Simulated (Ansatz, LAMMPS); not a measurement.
# Electronic structure of aqueous K+ and HSO4-, 6.0 mol of salt per kg of water at 300 K (173 atoms)

What does DFT give for aqueous K+ and HSO4-, 6.0 mol of salt per kg of water at 300 K (173 atoms) as built?

Program: Ansatz 0.2.0. Level of theory: Kohn-Sham DFT, r2SCAN+D4, PAW (set soft_2), plane waves. Results are calculated unless marked as measured.

## 1. The starting structure

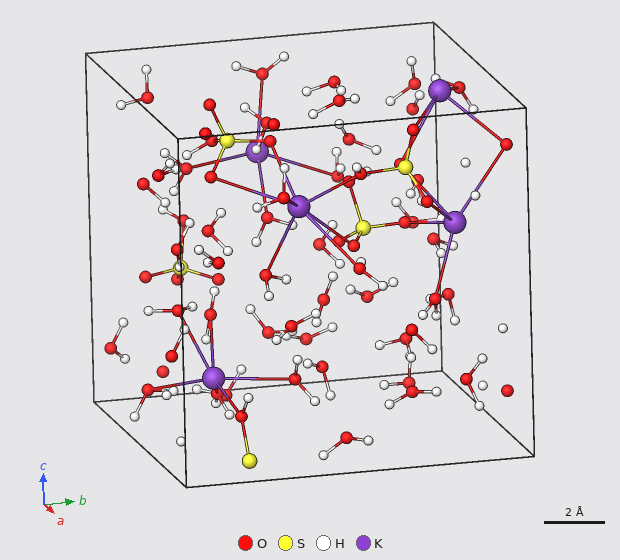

The cell as given, slightly off an axis (oxygen red, sulfur yellow, hydrogen white, potassium purple). Bonds to atoms that aren't drawn are left out. Some periodic images of atoms are drawn too.

The cell holds 173 atoms: 66 O, 5 S, 97 H and 5 K. Its edges and angles: a = 12.060 Å, b = 12.060 Å, c = 12.060 Å, α = 90.0°, β = 90.0°, γ = 90.0°. 46 H2O, 5 K+, 5 HSO4- placed at random, at 1.43 g/cm³; overlaps pushed apart, then 10 ps at 420 K with Joung-Cheatham ions (J. Phys. Chem. B 112, 9020 (2008)); MMFF94 bonds, angles, torsions, charges and radii (Halgren, J. Comput. Chem. 17, 490 (1996)) in harmonic and 12-6 forms; SPC/E water (Berendsen, Grigera and Straatsma, J. Phys. Chem. 91, 6269 (1987)); charges of ions scaled by 0.85. Snapshot after 20 ps at 300 K and fixed volume.

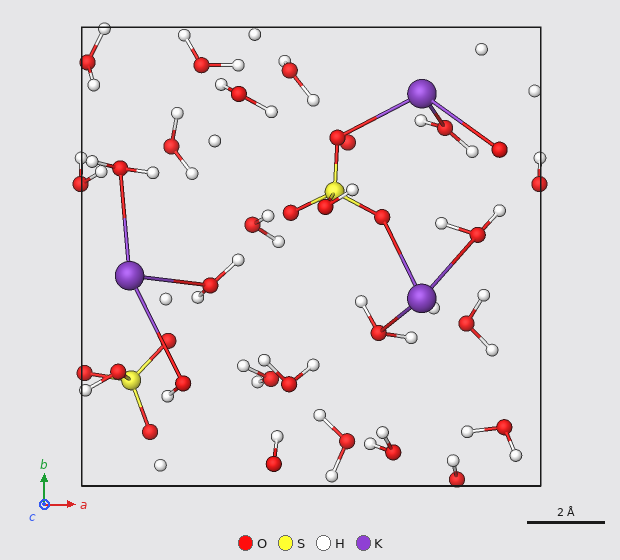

A slice 6 Å thick through the middle of the cell. Bonds to atoms that aren't drawn are left out.

What the set-up can't give: The network of contacts between molecules at the start is that of the classical potential that made the cell, and needn't be the one that DFT or experiment would give. The concentration wasn't checked against solubility and may exceed it. The density was typed from a rule of thumb and may lie off the real one at this temperature. Only the Γ point is sampled, in a cell whose shortest periodic width is 12 Å.

## 2. The classical run that made the cell

A classical potential makes the cell, at a small fraction of what the same run would cost in DFT.

This step: classical MD, Joung-Cheatham ions (J. Phys. Chem. B 112, 9020 (2008)); MMFF94 bonds, angles, torsions, charges and radii (Halgren, J. Comput. Chem. 17, 490 (1996)) in harmonic and 12-6 forms; SPC/E water (Berendsen, Grigera and Straatsma, J. Phys. Chem. 91, 6269 (1987)); charges of ions scaled by 0.85 (LAMMPS 22 Jul 2025 - Update 4).

Contents of in.lmp:

```
# aqueous K+ and HSO4-, 6.0 mol of salt per kg of water
units real
atom_style full
boundary p p p
bond_style harmonic
angle_style harmonic
dihedral_style opls
improper_style harmonic
special_bonds lj 0 0 0.5 coul 0 0 0.75
read_data data.lmp
neigh_modify delay 0 every 1 check yes one 4000
comm_modify cutoff 12.0
timestep 0.5
thermo_style custom step time temp pe press density
thermo_modify norm yes
# push overlapping molecules apart
pair_style soft 2.6
pair_coeff * * 0.0
variable a equal ramp(1,60)
fix ad all adapt 1 pair soft a * * v_a
velocity all create 420 839833 mom yes dist gaussian
fix lim all nve/limit 0.03
fix lan all langevin 420 420 50 839834 zero yes
thermo 1000
run 3000 post no
unfix ad
pair_style lj/cut/coul/long 9.0
pair_modify mix arithmetic tail yes
pair_coeff 1 1 0.0763 3.0430   # O
pair_coeff 2 2 0.2681 3.4180   # S
pair_coeff 3 3 0.0763 3.0960   # O
pair_coeff 4 4 0.0100 1.2000   # H
pair_coeff 5 5 0.1553 3.1660   # O
pair_coeff 6 6 0.0000 1.0000   # H
# [... 20 lines left out ...]
compute msd all msd com yes
thermo 5000
fix md all nvt temp 300 300 100
run 20000 post no
print "== T300: mean square displacement over the hold $(c_msd[4]:%.2f) A^2"
unfix md
uncompute msd
write_dump all custom T300.dump id type xs ys zs modify sort id
```

On the command line:

```sh
> lmp -in in.lmp -log none -nocite
```

The program printed:

```text
LAMMPS (22 Jul 2025 - Update 4)
Reading data file ...
  orthogonal box = (0 0 0) to (12.06008 12.06008 12.06008)
  173 atoms
  orthogonal box = (0 0 0) to (12.06008 12.06008 12.06008)
  117 bonds
  81 angles
  15 dihedrals
   Step          Time           Temp          PotEng         Press         Density
         0   0              420            0.65653119     10027.999      1.4289994
      1000   500            402.93971      1.2666069      33010.684      1.4289994
      2000   1000           390.63611      1.2462816      45013.957      1.4289994
      3000   1500           420.66929      1.2148977      50233.939      1.4289994
Loop time of 0.190006 s on 1 MPI rank(s) for 3000 steps with 173 atoms
PPPM initialization ...
WARNING: System is not charge neutral, net charge = -0.0003
  G vector (1/distance) = 0.30645913
  grid = 8 8 8
  estimated relative force accuracy = 6.1769279e-05
   Step          Time           Temp          PotEng         Press         Density
[... 14 lines left out ...]
      2000   1000           411.02948     -8.2023157     -3882.8957      1.4289994
Loop time of 1.10556 s on 1 MPI rank(s) for 2000 steps with 173 atoms
   Step          Time           Temp          PotEng         Press         Density
      2000   1000           561.08786     -8.67408        15963.19       1.4289994
[... 5 lines left out ...]
Loop time of 5.99256 s on 1 MPI rank(s) for 10000 steps with 173 atoms
   Step          Time           Temp          PotEng         Press         Density
[... 4 lines left out ...]
Loop time of 2.96017 s on 1 MPI rank(s) for 5000 steps with 173 atoms
   Step          Time           Temp          PotEng         Press         Density
[... 2 lines left out ...]
     25000   24000          292.53609     -8.675446       2332.4951      1.4289994
     30000   29000          307.19647     -8.7270073      7205.5414      1.4289994
     35000   34000          294.34129     -8.7653558      6310.2793      1.4289994
     37000   36000          297.65476     -8.7395582      6147.7367      1.4289994
Loop time of 11.5094 s on 1 MPI rank(s) for 20000 steps with 173 atoms
== T300: mean square displacement over the hold 17.24 A^2
```

Elapsed: 22 s, on 1 thread of Arm Neoverse V2, shared host; peak memory 0.13 GiB.

The input also reads data.lmp (atoms, bonds and types; not printed here).

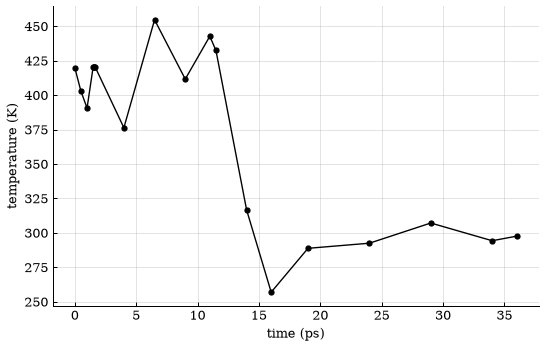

Temperature, plotted against time.

## 3. Plane-wave single point

The electrons are solved once, with the atoms held.

Contents of input.yaml:

```yaml
crystal:
  lattice:
    - [12.06008, 0.0, 0.0]
    - [0.0, 12.06008, 0.0]
    - [0.0, 0.0, 12.06008]
  atoms:
    - { symbol: O, position: [0.85331, 0.56005, 0.81435] }
    - { symbol: S, position: [0.84078, 0.69145, 0.8182] }
    - { symbol: O, position: [0.9106, 0.73301, 0.73305] }
    - { symbol: O, position: [0.7267, 0.70673, 0.79733] }
    - { symbol: O, position: [0.8739, 0.70791, 0.93205] }
    - { symbol: H, position: [0.9191, 0.53177, 0.85123] }
    - { symbol: O, position: [0.53093, 0.60834, 0.70843] }
    - { symbol: S, position: [0.55117, 0.64129, 0.57758] }
    - { symbol: O, position: [0.55749, 0.75924, 0.58446] }
    - { symbol: O, position: [0.6548, 0.58615, 0.55652] }
    - { symbol: O, position: [0.45563, 0.59551, 0.51991] }
    - { symbol: H, position: [0.58986, 0.64539, 0.7485] }
    - { symbol: O, position: [0.86714, 0.1973, 0.15384] }
    - { symbol: S, position: [0.93951, 0.19876, 0.04382] }
    - { symbol: O, position: [0.90519, 0.10366, 0.98314] }
    - { symbol: O, position: [0.90588, 0.29976, 0.99193] }
    - { symbol: O, position: [0.05344, 0.18603, 0.08349] }
    - { symbol: H, position: [0.92057, 0.20447, 0.21932] }
    - { symbol: O, position: [0.07942, 0.24913, 0.51751] }
    - { symbol: S, position: [0.10765, 0.23039, 0.39046] }
    - { symbol: O, position: [0.18865, 0.3164, 0.36997] }
    - { symbol: O, position: [0.14894, 0.1179, 0.38484] }
    - { symbol: O, position: [0.00629, 0.24627, 0.33192] }
    - { symbol: H, position: [0.00814, 0.20873, 0.53558] }
    - { symbol: O, position: [0.46196, 0.2365, 0.84195] }
    - { symbol: S, position: [0.58829, 0.24764, 0.87252] }
    - { symbol: O, position: [0.64502, 0.1839, 0.78742] }
    - { symbol: O, position: [0.61914, 0.36277, 0.86764] }
    - { symbol: O, position: [0.59127, 0.19916, 0.97999] }
    - { symbol: H, position: [0.44817, 0.1677, 0.80357] }
    - { symbol: O, position: [0.08382, 0.6924, 0.60646] }
    - { symbol: H, position: [0.15508, 0.68261, 0.64772] }
    [... 135 atom lines left out ...]
    - { symbol: H, position: [0.46926, 0.26624, 0.05534] }
    - { symbol: K, position: [0.63065, 0.18133, 0.20699] }
    - { symbol: K, position: [0.74103, 0.40895, 0.70596] }
    - { symbol: K, position: [0.67303, 0.83851, 0.98356] }
    - { symbol: K, position: [0.10423, 0.45847, 0.70319] }
    - { symbol: K, position: [0.74145, 0.85505, 0.62104] }
kpoints:
  mp_grid: { grid: [1, 1, 1] }
hamiltonian:
  xc: r2scan
  dispersion: d4
scf:
  occupations: { method: fixed }
output:
  forces: true
  stress: true
  populations: true
  dos:
    method: { smearing: { sigma: 0.1 } }
    de: 0.1
    projected: { site_lists: { H: [H], K: [K], O: [O], S: [S] } }
  eigenvalues: true
  write_density: true
  write_potential: true
  volumetric_format: npy
```

On the command line:

```sh
> ansatz run input.yaml --threads 8 --pin off --max-ram 15872MiB --backend cpu --events-out ev --progress --plain --runs-dir out
```

The program printed:

```text
Engine: ansatz 0.2.0, aarch64-unknown-linux-gnu
Pseudopotentials: kind: paw
Pseudopotential: O, paw, valence charge 6, recommended cutoff 500 eV (meta_gga), O.paw.azcp
Pseudopotential: S, paw, valence charge 6, recommended cutoff 500 eV (meta_gga), S.paw.azcp
Pseudopotential: H, paw, valence charge 1, recommended cutoff 500 eV (meta_gga), H.paw.azcp
Pseudopotential: K, paw, valence charge 9, recommended cutoff 500 eV (meta_gga), K.paw.azcp
[... 6 lines on functional and potentials left out ...]
Crystal: 173 atoms, lattice volume = 1754.085 Å³
Basis set: ecut = 500 eV, 44395 PW (Γ), exchange–correlation on 360×360×360 points (64 copies of the dense FFT grid, shifted against one another)
Bands: 457, of which v1, the nominal top of the filled ones, is band 284 counted from 1 (283 counted from 0)
Symmetry: 1 space group operations
Space group: P1 (ITA 1), of the structure as read, at distance tolerance 1.2e-4 Å
k-points: 1
[... 12 lines on functional and potentials left out ...]
Initial density: superposition of atomic densities (neutral atoms: chi_scale 0, normalization atom), corrected by the library's trained network
Initial wavefunctions: pseudopotential atomic-orbital guess
Functional: x = r2scan, c = r2scan; τ floored in thin density (d = 2e-4 eV/Å³)
SCF iter   1: F=—  HF=-51334.769129 eV  |F-HF|=—  |Δ(HF+E_count)|=         —  Δρ=6.93e-3  dr2=9.55e-1  dr2_τ=9.32e0  ethr=1.77e-3  ⟨swp⟩=5.0  Hψ=1788  notcnv=0  defer=170
preconditioner: auto → Resta (q_TF=auto, 2.261 Å⁻¹)  ε∞=2.2  [insulator: Δε(μ)=4.898 eV  Ē_g=18.595 eV  n_scr=340 (ndim 8)  ℏωp=20.8 eV  f_vac=0.222  ε∞_Penn≈2.2]
SCF iter   2: F=—  HF=-51333.028798 eV  |F-HF|=—  |Δ(HF+E_count)|=    1.74e0  Δρ=3.86e-3  dr2=1.19e-1  dr2_τ=3.02e-2  ethr=1.68e-4  ⟨swp⟩=3.0  Hψ=814  notcnv=0  defer=171
SCF iter   3: F=—  HF=-51332.999845 eV  |F-HF|=—  |Δ(HF+E_count)|=   2.90e-2  Δρ=1.45e-3  dr2=2.78e-2  dr2_τ=2.26e-3  ethr=2.10e-5  ⟨swp⟩=3.0  Hψ=559  notcnv=0  defer=171
SCF iter   4: F=—  HF=-51333.009037 eV  |F-HF|=—  |Δ(HF+E_count)|=   9.19e-3  Δρ=3.24e-4  dr2=1.68e-3  dr2_τ=2.65e-4  ethr=4.90e-6  ⟨swp⟩=3.0  Hψ=571  notcnv=0  defer=171
SCF iter   5: F=—  HF=-51333.009440 eV  |F-HF|=—  |Δ(HF+E_count)|=   4.03e-4  Δρ=1.73e-4  dr2=4.46e-4  dr2_τ=6.35e-5  ethr=2.95e-7  ⟨swp⟩=3.0  Hψ=573  notcnv=0  defer=171
SCF iter   6: F=—  HF=-51333.009498 eV  |F-HF|=—  |Δ(HF+E_count)|=   5.78e-5  Δρ=5.47e-5  dr2=5.19e-5  dr2_τ=6.43e-6  ethr=7.86e-8  ⟨swp⟩=2.0  Hψ=566  notcnv=0  defer=169
SCF iter   7: F=—  HF=-51333.010054 eV  |F-HF|=—  |Δ(HF+E_count)|=   5.56e-4  Δρ=1.88e-5  dr2=5.71e-6  dr2_τ=7.03e-7  ethr=9.14e-9  ⟨swp⟩=2.0  Hψ=734  notcnv=0  defer=166
SCF iter   8: F=—  HF=-51333.010058 eV  |F-HF|=—  |Δ(HF+E_count)|=   4.61e-6  Δρ=7.97e-6  dr2=1.00e-6  dr2_τ=1.42e-7  ethr=1.01e-9  ⟨swp⟩=3.0  Hψ=568  notcnv=0  defer=166
SCF iter   9: F=-51333.010059 eV  HF=-51333.010059 eV  |F-HF|=1.35e-7  |Δ(HF+E_count)|=   8.03e-7  Δρ=1.87e-6  dr2=7.25e-8  dr2_τ=5.89e-9  ethr=1.76e-11  ⟨swp⟩=23.0  Hψ=4991  notcnv=0
SCF 1 converged in 9 iterations: F = -51333.010059 eV  dr2 = 7.25e-8
  greatest PAW one-centre occupation: 0.989 electrons in one spin orbital (limit 2), on the K atom at site 169 (counted from 0), in its partial waves of l = 0
SCF converged after 9 iterations
Free energy (F): -51333.010059 eV
Harris-Foulkes:  -51333.010059 eV  (|F-HF|=1.35e-7)
Internal energy: -51333.010059 eV  (E = F + TS)
E sigma→0 (E₀):  -51333.010059 eV
Fermi energy:    -0.957456 eV
--- Per-component energies (eV) ---
  E_band       = -5459.003027
  E_kinetic    = 14837.305167
  E_local      = -44364.584371  (includes V_loc(G=0)·N_el)
  E_nonlocal   = 3495.692290
  E_hartree    = 16131.929083
  E_xc         = -6803.609686
  E_vxc        = -9625.734438  (∫ρ·V_xc dr)
  E_paw        = -17637.851161  (= ΣΔE_a)
  E_vpaw       = -2710.287653  (= ΣTr[D̂ρ^β])
  E_aug_tail   = 0.027721  (compensation charges beyond the density's cutoff)
  E_vtau       = 644.732041  (kinetic-family band-sum trace: ∫τ·v_τ [+ j·A + Jᵃ·Aᵃ] dr)
  E_ewald      = -16984.705363
  E_disp       = -3.575879  (pairwise vdW)
  E_core_change = -3.637860  (= ΣΔE_core)
  E_smearing   = -0.000000  (= −TS)
  E_closure    = -0.000000  (closes the sum)
  Σ components = -51333.010059   (vs F -51333.010059, Δ=0.00e0)
--- Forces (eV/Å), atoms counted from 1 ---
  atom   1  O     -0.71774370    -0.90685971    -1.41331160
  atom   2  S      1.50550273    -3.50336041     3.67329209
  atom   3  O      1.07134154     1.39807331    -1.60229150
  atom   4  O     -2.78186369     0.96109206    -0.85440863
  atom   5  O      0.17440586     1.88111686     0.02106468
  atom   6  H      0.55199811     0.32405838     0.47550061
  atom   7  O     -0.86421091    -0.36472792    -0.87328107
  atom   8  S     -0.35799676    -1.60974514     2.78412814
  atom   9  O     -0.38552912     1.77780370    -0.95922528
  atom  10  O      0.13563104    -0.30721342    -1.06576619
  atom  11  O      0.64008972     0.26269330     1.09680073
  atom  12  H      0.23488842     0.02063443     0.24465789
  atom  13  O      1.46075248     0.23781440     1.57166037
  atom  14  S     -0.70779719    -1.44095165     1.91349117
[...]
atom 172  K      0.14585673    -0.12903706    -0.50161447
  atom 173  K      0.25159162     0.50027119     0.10644128
  max |Σ_I F_I| component: 3.36e-4 eV/Å
--- Stress (GPa, compression-positive) ---
       -1.646259       0.153791      -0.685785
        0.153790      -2.581800      -0.134106
       -0.685785      -0.134103      -1.866404
  P = ⅓ Tr σ = -2.0315 GPa (-20.315 kbar)
--- Band table (eV) ---
  k-point 0: bands = ["-29.6725", "-29.6084", "-29.5485", "-29.5141", [... 441 levels ...], "12.2541", "12.3393", "12.3452", "12.3785", "12.4061", "12.4385", "12.4851", "12.5374", "12.5419", "12.5938", "12.6234", "12.6520"]
--- Löwdin populations: 173 sites ---
  site symbol       q [e]
     0      O      6.7335
     1      S      3.4095
     2      O      6.7679
[...]
172      K      8.1589
  spilling = 0.012493 (of n_electrons = 568.000000)
```

Run time: 39 s. Hardware: 8 threads of Arm Neoverse V2, shared host; peak memory 5 GiB.

In the SCF lines HF is the Harris–Foulkes energy and dr2 the Hartree energy of the density residual, in eV; the loop may stop once dr2 is under the threshold and the program's other checks hold. Hψ counts applications of the Hamiltonian.

Numbers from this run:

| Property | Result |
| --- | --- |
| free energy | -51333.0101 eV |
| free energy per atom | -296.7226 eV/atom |
| SCF cycles | 9 |
| pressure | -2.031 GPa |
| r.m.s. force component | 0.8234 eV/Å |
| longest force | 5.295 eV/Å |
| Fermi energy | -0.9575 eV |
| gap (highest filled to lowest empty level) | 4.732 eV |
| spilling of the projection | 0.01249 |

Length of the force by element:

```
element  coordination  atoms  mean length of the force (eV/Å)  spread  least   most
      H           all     97                             1.39   0.327  0.340   2.06
      K           all      5                            0.558   0.103  0.422  0.739
      O           all     66                             1.10   0.554  0.290   3.06
      S           all      5                             3.03    1.22   1.80   5.29
```

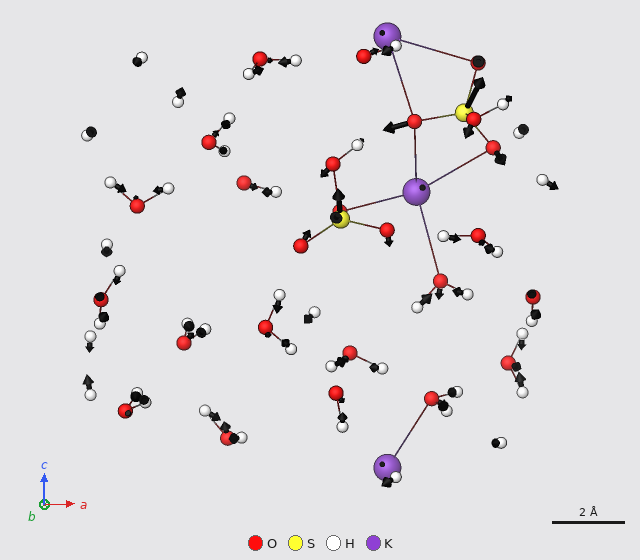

Forces as arrows; the longest in the cell is 5.29 eV/Å. Drawn is a slice 4 Å thick, seen along the normal of the ac plane. Bonds to atoms that aren't drawn are left out.

Löwdin charges by element (they lack the spilled electrons, 0.041 e an atom on average):

```
element  coordination  atoms  mean charge (e)  spread   least    most
      H           all     97            0.395   0.011   0.368   0.423
      K           all      5            0.847  0.0058   0.840   0.855
      O           all     66           -0.733  0.0391  -0.817  -0.655
      S           all      5             2.58  0.0137    2.55    2.59
```

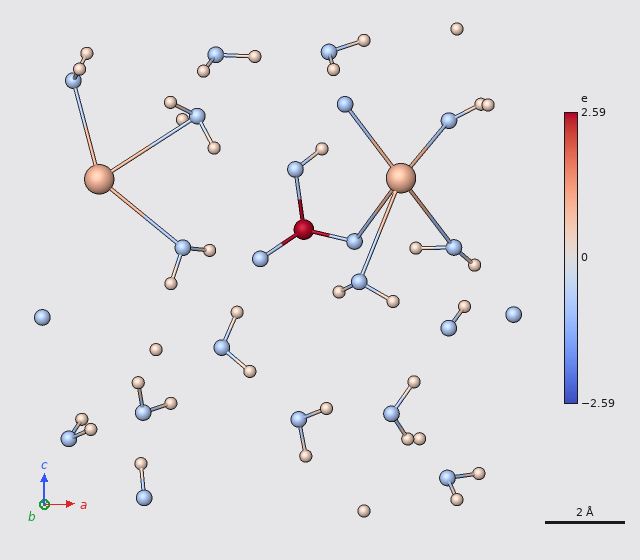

Atoms coloured by Löwdin charge. Drawn is a slice 4 Å thick, seen along the normal of the ac plane. Bonds to atoms that aren't drawn are left out.

States in the cell by windows of 1 eV, zero at the Fermi level; the larger projections on atomic orbitals stand beside the total:

```
from (eV)  to (eV)  total   O p   H s
      -10       -9    2.0   1.2   0.3
       -9       -8   15.8  10.0   2.9
       -8       -7   47.2  32.0  11.9
       -7       -6   48.2  33.2  10.5
       -6       -5   15.0  10.8   1.7
       -5       -4   33.3  27.3   2.5
       -4       -3   55.6  48.4   2.5
       -3       -2   52.4  47.4   1.3
       -2       -1   72.1  70.4   0.3
       -1        0   43.8  43.1   0.1
        0        1    0.6   0.6   0.0
        1        4    0.0   0.0   0.0
        4        5    2.0   0.1   0.9
```

With fixed occupations the program's Fermi level is the highest filled level; weight inside the gap is the broadening of levels at its edges.

Between -26 and -10 eV lie 172 more states.

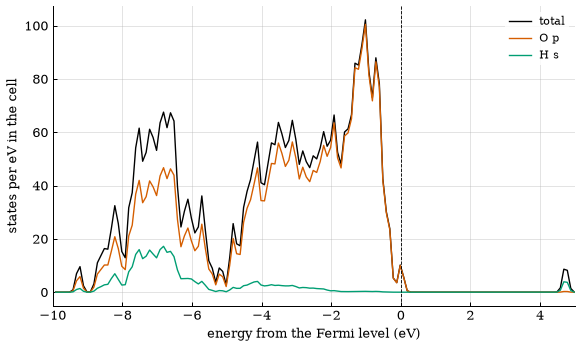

Total and projected density of states, with the broadening of the input.

The levels nearest the highest filled one (over half full), pooled over k-points and spins:

```
level less the highest filled one (eV)  occupation
                                -0.555           2
                                -0.552           2
                                -0.406           2
                                -0.365           2
                                -0.334           2
                                     0           2
                                  4.73           0
                                  5.81           0
                                  6.02           0
                                  6.23           0
                                  6.29           0
                                  6.42           0
```

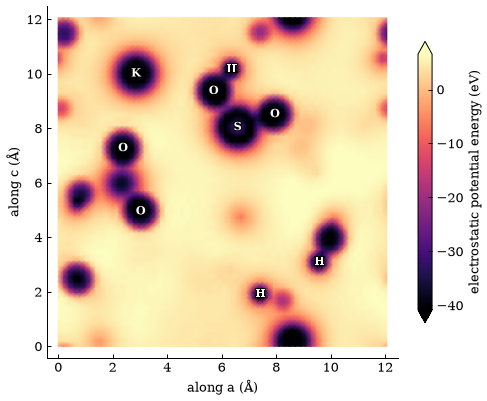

Electrostatic potential energy in the ac plane at fractional y = 0.196, with atoms of O and S and H and K within 0.2 Å of it. With pseudopotentials it is smooth inside the atoms' cores, unlike the true potential. The map starts off the cell's origin, so that atoms lie inside it.

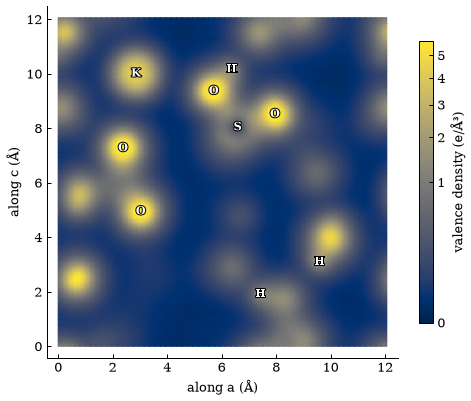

Valence density in the ac plane at fractional y = 0.196, with atoms of O and S and H and K within 0.2 Å of it. It is the smooth field of the valence electrons, not physical close to the nuclei. The map starts off the cell's origin, so that atoms lie inside it. The colour scale is stretched toward low values.

Mean Löwdin charges: H +0.40, K +0.85, O -0.73, S +2.58 e (they miss 1.2 % of the electrons, so they add up to more than the cell's charge). The largest share in the top eV of filled states is O p (99 % of the projected weight), and in the lowest eV of empty states H s (50 % of the projected weight).

[end of part 1 of 2]

[Logs are printed without paths, hosts, clocks, repeated set-up lines and the standing remarks that a program may print on its own settings, such as how far it seeks lower states.]

[Hosts, paths, dates, database ids (printed as entryN), source tags and the programs' standing remarks are cut or masked in the printed files.]

[The MMFF94 radii named for the starting cell were scaled by 0.96; in molecules described by MMFF94, hydrogen bound to N, O or S took a small fixed 12-6 site in their place.]
